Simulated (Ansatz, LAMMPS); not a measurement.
# Amorphous Si0.375Ge0.625 (72 atoms): relaxation and levels of theory

Which bonds does the relaxation leave, and how do the Kohn-Sham gap, forces and pressure change with functional?

Calculated with Ansatz 0.2.0: Kohn-Sham DFT, PBE, PAW (set soft_2), plane waves; cutoff 420 eV, Γ point, fermi-dirac smearing of 0.025 eV.

In doubt: a hybrid run on one k-point (Ansatz), which bears on gaps, levels and energies.

**The cell**

Density at the start: 4.12 g/cm³. The cell holds 72 atoms: 27 Si and 45 Ge. Cell: a = 11.756 Å, b = 11.756 Å, c = 11.756 Å, α = 90.0°, β = 90.0°, γ = 90.0°. 72 atoms (27 Si, 45 Ge) placed at random at 4.12 g/cm³, melted at 3500 K for 10 ps at fixed volume with the Tersoff potential (Tersoff, Phys. Rev. B 39, 5566 (1989)). Quenched from 3500 K to 300 K at 20 K/ps and fixed volume, annealed at 800 K for 20 ps, held 5 ps, then minimised at fixed cell.

Cell and atoms were relaxed with PBE. The walk converged after 13 steps by the program's count, with a largest force component of 0.0289 eV/Å; it began at an r.m.s. force component of 0.26 eV/Å. The edges went from 11.756, 11.756, 11.756 to 11.997, 11.626, 11.698 Å, and the volume from 22.563 to 22.639 Å³ an atom (+0.3 %).

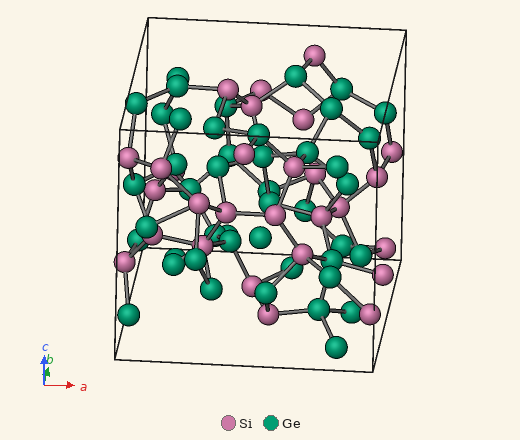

The relaxed cell. Bonds to atoms that aren't drawn are left out. Some periodic images of atoms are drawn too.

The input of the reference single point:

```yaml
crystal:
  lattice:
    - [11.99606, 0.08338, 0.06891]
    - [0.08338, 11.62352, 0.22669]
    - [0.06891, 0.22669, 11.69556]
  atoms:
    - { symbol: Si, position: [0.65273, 0.25511, 0.74903] }
    - { symbol: Si, position: [0.30153, 0.29612, 0.36762] }
    - { symbol: Si, position: [0.44333, 0.64882, 0.81172] }
    - { symbol: Si, position: [0.92651, 0.73209, 0.48802] }
    [... 66 atom lines left out ...]
    - { symbol: Ge, position: [0.47244, 0.80924, 0.16211] }
    - { symbol: Ge, position: [0.9019, 0.65363, 0.69426] }
kpoints:
  mp_grid: { grid: [1, 1, 1] }
hamiltonian:
  xc: pbe
scf:
  occupations: { method: fermi_dirac, width: 0.025 }
output:
  forces: true
  stress: true
  populations: true
  dos:
    method: { smearing: { sigma: 0.08 } }
    de: 0.05
    projected: { site_lists: { Ge: [Ge], Si: [Si] } }
  eigenvalues: true
  write_density: true
  write_potential: true
  volumetric_format: npy
```

**Bonds after relaxation**

Bonds by pair of elements; cutoffs follow the first minimum of g(r), held within bounds set by covalent radii, and pairs that aren't listed don't count as bonded:

| pair A-B | cutoff (Å) | bonds | mean length (Å) | spread (Å) | shortest (Å) | B about A | A about B |
| --- | --- | --- | --- | --- | --- | --- | --- |
| Ge-Ge | 3.02 | 63 | 2.56 | 0.109 | 2.43 | 2.8 | 2.8 |
| Ge-Si | 2.88 | 60 | 2.48 | 0.079 | 2.33 | 1.33 | 2.22 |
| Si-Si | 2.93 | 26 | 2.40 | 0.045 | 2.34 | 1.93 | 1.93 |

How many atoms have how many bonded neighbours:

| element | mean | 3 | 4 | 5 |
| --- | --- | --- | --- | --- |
| Ge | 4.13 | 1 | 37 | 7 |
| Si | 4.15 | 0 | 23 | 4 |

**Levels of theory**

Single points at the relaxed geometry:

| functional | k-mesh | Kohn-Sham gap (eV) | pressure (GPa) | r.m.s. force component (eV/Å) | SCF cycles | time |
| --- | --- | --- | --- | --- | --- | --- |
| PBE | 1×1×1 | 0.348 | 0.01 | 0.007 | 14 | 47 s |
| HSE06 | 1×1×1 | 0.599 | -2.16 | 0.076 | 36 | 12 min |
| r2SCAN | 1×1×1 | 0.402 | -2.09 | 0.090 | 13 | 95 s |
| PBEsol | 1×1×1 | 0.340 | -2.42 | 0.031 | 13 | 35 s |

The gap is that between the highest filled and lowest empty Kohn-Sham level on the run's k-points. Cutoffs: 420 eV for PBE, HSE06 and PBEsol; 500 eV for r2SCAN. Times come from shared hosts and are rough.

**Findings**

By these cutoffs 82 % of Ge atoms have 4 and 85 % of Si atoms have 4 neighbours. The Kohn-Sham gap is 0.35 eV with PBE on the 1×1×1 mesh. On the 1×1×1 mesh HSE06 changes the gap by +0.25 eV against PBE. On the reference's mesh the gap changes with r2SCAN by +0.05 eV and PBEsol by -0.01 eV. Against the reference the pressure changes with HSE06 by -2.2 GPa, r2SCAN by -2.1 GPa and PBEsol by -2.4 GPa; a negative change means a smaller volume than PBE would take.

Limits: All single points share the geometry relaxed with PBE. One sample; tail or defect levels can set the gap of a disordered cell. The quench rate of 20 K/ps is many orders above laboratory rates, so the cell is likely richer in defects and strain than a real sample. The network of bonds at the start is that of the classical potential that made the cell, and needn't be the one that DFT or experiment would give. In some runs the program notes that the gap may close elsewhere in the zone, the exchange threshold is loose for the stress and the SCF threshold is loose for the stress. Spin–orbit coupling is left out; it splits the top valence bands of compounds with Ge, As, Se, Sb or Te and narrows their gaps.

[Logs are printed without paths, hosts, clocks, repeated set-up lines and the standing remarks that a program may print on its own settings, such as how far it seeks lower states.]

[Hosts, paths, dates, database ids (printed as entryN), source tags and the programs' standing remarks are cut or masked in the printed files.]
